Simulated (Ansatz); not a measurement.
**BGaH6Si: from a rough start to a minimum**

Aim: relax BGaH6Si from a cheap starting geometry, check the end point by its vibrations and derive ideal-gas thermochemistry.

Method: RKS PBE0-D4/def2-TZVP; program: Ansatz 0.2.0, Gaussian basis.

Levels to be run: relaxation at PBE-D4/def2-SVP; relaxation at PBE0-D4/def2-TZVP; harmonic vibrations at the same level.

1 further run of the same task is left out (set aside as unsound or not needed).

## Step 1: The starting structure

9 atoms, charge 0, spin multiplicity 1.

Atoms are counted from 1 here; the program's logs count them from 0.

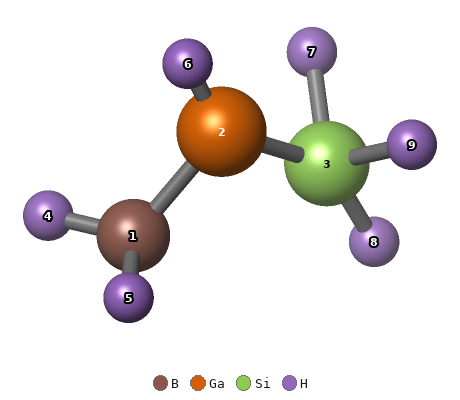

The starting geometry (boron brown, gallium orange, silicon green, hydrogen purple); atoms are numbered from 1 in the order of the file.

Coordinates:

```csv
atom,x (Å),y (Å),z (Å)
B1,-1.0578,0.3457,-0.9740
Ga2,0.3965,0.7044,-0.2377
Si3,0.4026,-0.7409,0.9115
H4,-1.0732,-0.0737,-2.0701
H5,-1.8193,1.2818,-0.7262
H6,1.0553,1.2612,-0.7787
H7,1.6586,-1.3407,0.3208
H8,-0.3178,-1.7712,1.5832
H9,0.8437,0.2872,1.9540
```

The start is a force-field geometry with small random shifts, so a cheaper pass at PBE-D4/def2-SVP comes first.

## Step 2: Optimising with PBE-D4/def2-SVP (cheap first pass)

The input, in.yaml:

```yaml
crystal:
  periodic: [false, false, false]
  atoms:
    - {symbol: B, position_ang: [-1.057800, 0.345700, -0.974000]}
    - {symbol: Ga, position_ang: [0.396500, 0.704400, -0.237700]}
    - {symbol: Si, position_ang: [0.402600, -0.740900, 0.911500]}
    - {symbol: H, position_ang: [-1.073200, -0.073700, -2.070100]}
    - {symbol: H, position_ang: [-1.819300, 1.281800, -0.726200]}
    - {symbol: H, position_ang: [1.055300, 1.261200, -0.778700]}
    - {symbol: H, position_ang: [1.658600, -1.340700, 0.320800]}
    - {symbol: H, position_ang: [-0.317800, -1.771200, 1.583200]}
    - {symbol: H, position_ang: [0.843700, 0.287200, 1.954000]}
basis:
  gaussian: {orbitals: def2-SVP}
hamiltonian: {xc: pbe, dispersion: d4}
relax: {f_tol: 0.03, max_steps: 200}
```

Launch:

```sh
ansatz run in.yaml --threads 2 --pin off --events-out ev --progress --plain --max-ram 4352MiB
```

The log of the run, shortened:

```text
Functional definition: PBE
  name "PBE"
  cite "Perdew, Burke & Ernzerhof, Phys. Rev. Lett. 77, 3865 (1996) doi:10.1103/PhysRevLett.77.3865"
  parent pbe
[...]
1053 factors; their error is unknown
[...]
mean field -60993.09320073 eV, -2241.4548325235 hartree, gradient 3.4e-5 eV, S^2 0.000000; 0 other end points of the search recorded, 0 dependent functions left out
[...]
reference -60993.09324017 eV, -2241.4548339728 hartree; 28, 28 occupied and 66, 66 virtual orbitals, 1053 factors
relax step   1: F+E_penalty+E_count = -60993.29460407 eV  Δ(F+E_penalty+E_count) = +0.000e0 eV  max|allowed force component| = 1.925e1 eV/Å  Δτ_max = 0.0000 Å  (28 SCF iters, accepted)
[...]
relax step   4: F+E_penalty+E_count = -61003.28150080 eV  Δ(F+E_penalty+E_count) = -1.536e0 eV  max|allowed force component| = 1.714e0 eV/Å  Δτ_max = 0.1943 Å  (27 SCF iters, accepted)
[...]
relax step   7: F+E_penalty+E_count = -61004.65507341 eV  Δ(F+E_penalty+E_count) = -4.389e-2 eV  max|allowed force component| = 8.087e-1 eV/Å  Δτ_max = 0.1998 Å  (27 SCF iters, accepted)
[...]
relax step  10: F+E_penalty+E_count = -61004.70829869 eV  Δ(F+E_penalty+E_count) = -1.105e-2 eV  max|allowed force component| = 5.300e-2 eV/Å  Δτ_max = 0.0692 Å  (26 SCF iters, accepted)
[...]
relax step  13: F+E_penalty+E_count = -61004.72153467 eV  Δ(F+E_penalty+E_count) = -3.583e-3 eV  max|allowed force component| = 1.249e-1 eV/Å  Δτ_max = 0.0842 Å  (26 SCF iters, accepted)
[...]
relax step  14: F+E_penalty+E_count = -61004.72419362 eV  Δ(F+E_penalty+E_count) = -2.659e-3 eV  max|allowed force component| = 5.260e-2 eV/Å  Δτ_max = 0.0277 Å  (26 SCF iters, accepted)
[...]
relax step  15: F+E_penalty+E_count = -61004.72475352 eV  Δ(F+E_penalty+E_count) = -5.599e-4 eV  max|allowed force component| = 1.188e-2 eV/Å  Δτ_max = 0.0133 Å  (27 SCF iters, accepted)
1053 factors; their error is unknown
[...]
mean field -61004.56123176 eV, -2241.8762748904 hartree, gradient 6.4e-6 eV, S^2 0.000000; 1 other end points of the search recorded, 0 dependent functions left out
[...]
reference -61004.56127338 eV, -2241.8762764198 hartree; 28, 28 occupied and 66, 66 virtual orbitals, 1053 factors
Total energy: -61004.72479514 eV, -2241.8822857337 hartree
Atom 0 at    -1.486825     0.692187    -1.470624 Å, force     0.010068    -0.010610     0.005131 eV/Å
Atom 1 at     0.333716     0.701015    -0.524794 Å, force    -0.003846     0.011876     0.005301 eV/Å
Atom 2 at     0.851473    -0.857210     1.276648 Å, force     0.000244    -0.003950    -0.001586 eV/Å
Atom 3 at    -1.701770    -0.018706    -2.438031 Å, force    -0.008855     0.005422    -0.003228 eV/Å
Atom 4 at    -2.432530     1.339443    -1.053461 Å, force    -0.001664     0.000783    -0.006273 eV/Å
Atom 5 at     1.535723     1.684924    -0.855348 Å, force     0.002306    -0.002256    -0.001200 eV/Å
Atom 6 at     2.048895    -1.694880     0.897010 Å, force     0.001780    -0.001659    -0.000055 eV/Å
Atom 7 at    -0.273715    -1.797914     1.622793 Å, force     0.000014    -0.002684     0.002361 eV/Å
Atom 8 at     1.213633    -0.095059     2.528606 Å, force    -0.000047     0.003078    -0.000451 eV/Å
Dipole moment:    -0.069967     0.044347    -0.080816 e Å
```

Wall time 26 s (2 threads of Arm Neoverse V1, shared host).

Relaxation path: (the energy doesn't fall at every step)

```csv
step,energy from step 1 (eV),largest force component (eV/Å)
1,0.0000,19.2490
2,-5.5333,8.9254
3,-8.4513,4.3695
4,-9.9869,1.7142
5,-10.9533,0.5929
6,-11.3166,0.4760
7,-11.3605,0.8087
8,-11.4026,0.1280
9,-11.4013,0.2003
10,-11.4137,0.0530
11,-11.4191,0.1725
12,-11.4233,0.1763
13,-11.4269,0.1249
14,-11.4296,0.0526
15,-11.4302,0.0119
```

Close pairs (by a distance rule), those that changed most:

```csv
bond,before (Å),after (Å),change (Å)
Ga2–Si3,1.847,2.437,+0.591
Ga2–H6,1.018,1.588,+0.570
B1–Ga2,1.669,2.052,+0.383
Si3–H8,1.425,1.507,+0.082
B1–H4,1.174,1.220,+0.046
Si3–H9,1.529,1.510,-0.019
B1–H5,1.232,1.220,-0.012
Si3–H7,1.512,1.510,-0.002
```

## Step 3: Geometry optimisation, PBE0-D4/def2-TZVP

The input, in.yaml:

```yaml
crystal:
  periodic: [false, false, false]
  atoms:
    - {symbol: B, position_ang: [-1.486825, 0.692187, -1.470624]}
    - {symbol: Ga, position_ang: [0.333716, 0.701015, -0.524794]}
    - {symbol: Si, position_ang: [0.851473, -0.857210, 1.276648]}
    - {symbol: H, position_ang: [-1.701770, -0.018706, -2.438031]}
    - {symbol: H, position_ang: [-2.432530, 1.339443, -1.053461]}
    - {symbol: H, position_ang: [1.535723, 1.684924, -0.855348]}
    - {symbol: H, position_ang: [2.048895, -1.694880, 0.897010]}
    - {symbol: H, position_ang: [-0.273715, -1.797914, 1.622793]}
    - {symbol: H, position_ang: [1.213633, -0.095059, 2.528606]}
basis:
  gaussian: {orbitals: def2-TZVP}
hamiltonian: {xc: pbe0, dispersion: d4}
relax: {f_tol: 0.005, max_steps: 150}
```

Same command.

The log of the run, shortened:

```text
Functional definition: PBE0
  name "PBE0"
  cite "Adamo & Barone, J. Chem. Phys. 110, 6158 (1999) doi:10.1063/1.478522"
  cite "Perdew, Burke & Ernzerhof, Phys. Rev. Lett. 77, 3865 (1996) doi:10.1103/PhysRevLett.77.3865"
  parent pbe
[...]
1114 factors; their error is unknown
[...]
mean field -61017.12243704 eV, -2242.3378906703 hartree, gradient 1.7e-5 eV, S^2 0.000000; 0 other end points of the search recorded, 0 dependent functions left out
[...]
reference -61017.12247568 eV, -2242.3378920903 hartree; 28, 28 occupied and 124, 124 virtual orbitals, 1114 factors
relax step   1: F+E_penalty+E_count = -61017.26245200 eV  Δ(F+E_penalty+E_count) = +0.000e0 eV  max|allowed force component| = 4.563e-1 eV/Å  Δτ_max = 0.0000 Å  (26 SCF iters, accepted)
[...]
Total energy: -61017.28418604 eV, -2242.3438348364 hartree
Atom 0 at    -1.485983     0.688115    -1.467082 Å, force    -0.001440    -0.000123    -0.000532 eV/Å
Atom 1 at     0.336149     0.689735    -0.510026 Å, force     0.000638    -0.001518     0.001373 eV/Å
Atom 2 at     0.857484    -0.859011     1.280882 Å, force     0.001015    -0.001739     0.002093 eV/Å
Atom 3 at    -1.697656     0.002076    -2.426766 Å, force    -0.000479     0.000680    -0.000942 eV/Å
Atom 4 at    -2.412773     1.334946    -1.068201 Å, force    -0.000307     0.000745    -0.000851 eV/Å
Atom 5 at     1.502505     1.685860    -0.873936 Å, force     0.000319     0.000530    -0.000184 eV/Å
Atom 6 at     2.037135    -1.692396     0.909265 Å, force     0.000608     0.000598    -0.000859 eV/Å
Atom 7 at    -0.259027    -1.785322     1.617452 Å, force    -0.000703    -0.000438    -0.000028 eV/Å
Atom 8 at     1.210767    -0.110204     2.521210 Å, force     0.000349     0.001266    -0.000069 eV/Å
Dipole moment:    -0.086310     0.042839    -0.086742 e Å
```

Run time: 22 s. Hardware: 2 threads of Arm Neoverse V1, shared host; peak memory 0.35 GiB.

Along the way:

```csv
step,energy from step 1 (eV),largest force component (eV/Å)
1,0.0000,0.4563
2,-0.0200,0.1538
3,-0.0213,0.0448
4,-0.0216,0.0213
5,-0.0217,0.0021
```

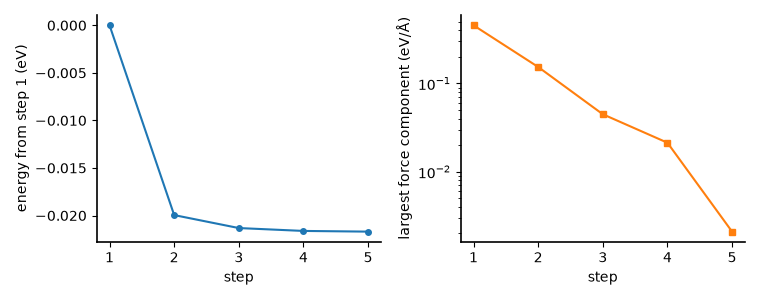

Energy and largest force along the relaxation.

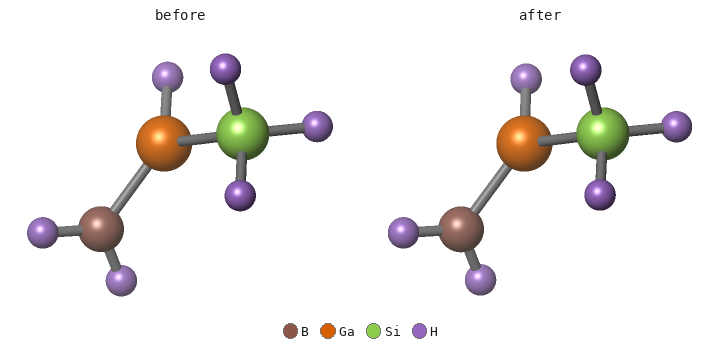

Before and after, at one scale.

Close pairs (by a distance rule), those that changed most:

```csv
bond,before (Å),after (Å),change (Å)
B1–H4,1.220,1.199,-0.021
B1–H5,1.220,1.199,-0.021
Si3–H9,1.510,1.491,-0.018
Si3–H7,1.510,1.491,-0.018
Si3–H8,1.507,1.489,-0.018
Ga2–Si3,2.437,2.424,-0.013
Ga2–H6,1.588,1.576,-0.012
B1–Ga2,2.052,2.058,+0.007
```

Mulliken charges of the relaxed molecule (report file):

```csv
atom,value (e)
B1,-0.02
Ga2,0.13
Si3,-0.10
H4,0.04
H5,0.04
H6,-0.06
H7,-0.01
H8,-0.01
H9,-0.01
```

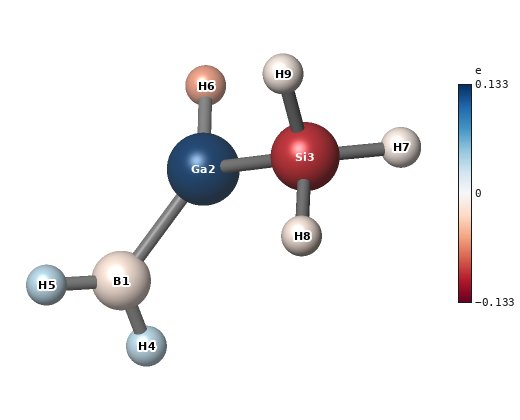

Mulliken charges of the relaxed molecule (report file), as colours on the atoms.

## Step 4: Vibrations by finite differences

The input, in.yaml:

```yaml
crystal:
  periodic: [false, false, false]
  atoms:
    - {symbol: B, position_ang: [-1.485983, 0.688115, -1.467082]}
    - {symbol: Ga, position_ang: [0.336149, 0.689735, -0.510026]}
    - {symbol: Si, position_ang: [0.857484, -0.859011, 1.280882]}
    - {symbol: H, position_ang: [-1.697656, 0.002076, -2.426766]}
    - {symbol: H, position_ang: [-2.412773, 1.334946, -1.068201]}
    - {symbol: H, position_ang: [1.502505, 1.685860, -0.873936]}
    - {symbol: H, position_ang: [2.037135, -1.692396, 0.909265]}
    - {symbol: H, position_ang: [-0.259027, -1.785322, 1.617452]}
    - {symbol: H, position_ang: [1.210767, -0.110204, 2.521210]}
basis:
  gaussian: {orbitals: def2-TZVP}
hamiltonian: {xc: pbe0, dispersion: d4}
phonons: {temperatures: {t_min: 298.15, t_max: 900, t_step: 200}}
```

Launched as before.

The log of the run, shortened:

```text
Functional definition: PBE0
  name "PBE0"
  cite "Adamo & Barone, J. Chem. Phys. 110, 6158 (1999) doi:10.1063/1.478522"
  cite "Perdew, Burke & Ernzerhof, Phys. Rev. Lett. 77, 3865 (1996) doi:10.1103/PhysRevLett.77.3865"
  parent pbe
[...]
1114 factors; their error is unknown
[...]
mean field -61017.14400247 eV, -2242.3386831852 hartree, gradient 1.6e-5 eV, S^2 0.000000; 0 other end points of the search recorded, 0 dependent functions left out
[...]
reference -61017.14404108 eV, -2242.3386846041 hartree; 28, 28 occupied and 124, 124 virtual orbitals, 1114 factors
[...]
1114 factors; their error is unknown
mean field -61017.14389125 eV, -2242.3386790979 hartree, gradient 1.4e-6 eV, S^2 0.000000; 0 other end points of the search recorded, 0 dependent functions left out
[...]
reference -61017.14392985 eV, -2242.3386805165 hartree; 28, 28 occupied and 124, 124 virtual orbitals, 1114 factors
[...]
Atom 1 at     0.336149     0.689735    -0.510026 Å, force     0.000652    -0.001509     0.001370 eV/Å
Atom 2 at     0.857484    -0.859011     1.280882 Å, force     0.001007    -0.001756     0.002092 eV/Å
Atom 3 at    -1.697656     0.002076    -2.426766 Å, force    -0.000476     0.000687    -0.000931 eV/Å
Atom 4 at    -2.412773     1.334946    -1.068201 Å, force    -0.000306     0.000745    -0.000851 eV/Å
Atom 5 at     1.502505     1.685860    -0.873936 Å, force     0.000311     0.000523    -0.000182 eV/Å
Atom 6 at     2.037135    -1.692396     0.909265 Å, force     0.000602     0.000603    -0.000857 eV/Å
Atom 7 at    -0.259027    -1.785322     1.617452 Å, force    -0.000690    -0.000429    -0.000030 eV/Å
Atom 8 at     1.210767    -0.110204     2.521210 Å, force     0.000350     0.001268    -0.000067 eV/Å
Dipole moment:    -0.086311     0.042839    -0.086742 e Å
Vibrations: 31.91 84.42 235.80 317.92 365.41 402.58 403.48 528.86 576.63 588.35 841.10 881.21 932.01 943.98 1141.53 1929.47 2195.37 2204.32 2212.94 2567.28 2648.69 cm⁻¹, zero-point energy 1.365885 eV
```

Run time: 2.3 min. Hardware: 2 threads of Arm Neoverse V1, shared host; peak memory 0.35 GiB.

Motions are named by where the mode's potential energy lies. Wavenumbers, unscaled:

```csv
mode,cm⁻¹,motion
1,32,torsion
2,84,bend
3,236,torsion
4,318,Ga–Si stretch
5,365,torsion with bend
6,403,bend
7,403,bend with torsion
8,529,Ga–B stretch
9,577,bend with torsion
10,588,bend
11,841,bend with torsion
12,881,bend with torsion
13,932,bend with torsion
14,944,bend with torsion
15,1142,bend
16,1929,Ga–H stretch
17,2195,Si–H stretch
18,2204,Si–H stretch
19,2213,Si–H stretch
20,2567,B–H stretch
21,2649,B–H stretch
```

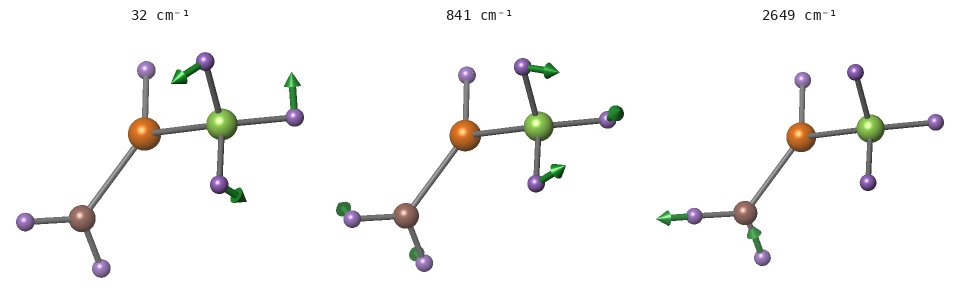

How the atoms move in 3 of the modes.

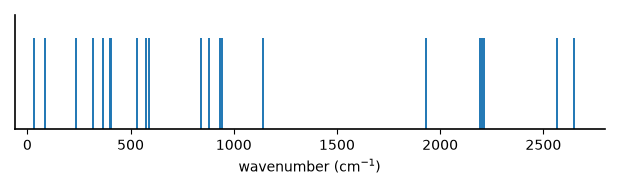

The harmonic wavenumbers as sticks (no intensities were computed).

From these modes and the moments of inertia (298.15 K, 1 bar, symmetry number 1):

```csv
term,value
zero-point energy,131.8 kJ/mol
H(298) − E,153.0 kJ/mol
"entropy, translation",168.0 J/(mol K)
"entropy, rotation",108.0 J/(mol K)
"entropy, vibration",74.6 J/(mol K)
"entropy, total",350.6 J/(mol K)
```

## Step 5: Outcome

| quantity | value |
| --- | --- |
| point group | Cs |
| steps | 15 + 5 |
| shift from the start (rms) | 0.632 Å |
| total energy | -61017.2842 eV |
| dispersion term | -140 meV |
| dipole moment | 0.62 D |
| lowest, highest wavenumber | 32, 2649 cm⁻¹ |
| zero-point energy | 131.8 kJ/mol |
| entropy at 298.15 K | 350.6 J/(mol K) |

In words: The atoms moved 0.63 Å (rms) from the start; the bond that changed most is Ga2–Si3, from 1.847 to 2.424 Å. No mode is imaginary: a true minimum at this level. The stiffest mode, 2649 cm⁻¹, is a B–H stretch, and 2 modes under 200 cm⁻¹ make the vibrational entropy uncertain. Harmonic hybrid wavenumbers usually lie a few per cent above measured fundamentals.
